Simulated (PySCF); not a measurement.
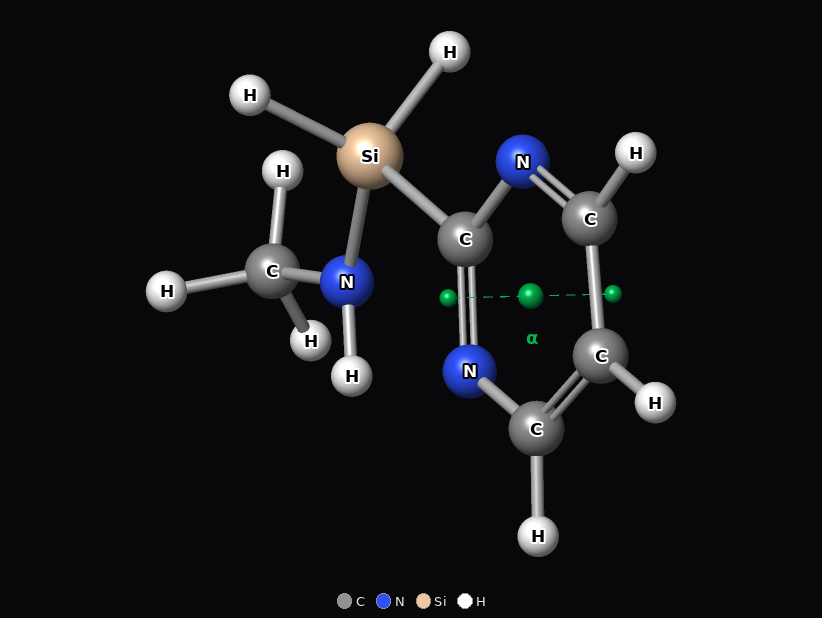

The small points mark where nucleus-independent chemical shifts (NICS) were computed: at the centre of each lettered ring and 1 Å above and below it. The computed structure is the end point of a GFN2-xTB optimisation. No frequency run is at hand to confirm it as a minimum. Properties computed with GIAO PBE0/pcSseg-1 NMR shielding, non-relativistic, gas phase (PySCF 2.14.0).

Give NICS(0), NICS(1) and the out-of-plane component NICS(1)zz for each ring (means of the two sides).

```json
{"ring": "α", "members": "C4N2", "NICS(0)": "−5.2", "NICS(1)": "−10.7", "NICS(1)zz": "−27.1"}
```

Values in ppm.

Question. What do the values say about the ring currents?

Answer. Ring α: diatropic, as in an aromatic ring. NICS is one index among several.

The geometry is semi-empirical. Around Si such bond lengths and angles can be off by a tenth of an ångström or more and by several degrees, and values that hang on the shape move with them.
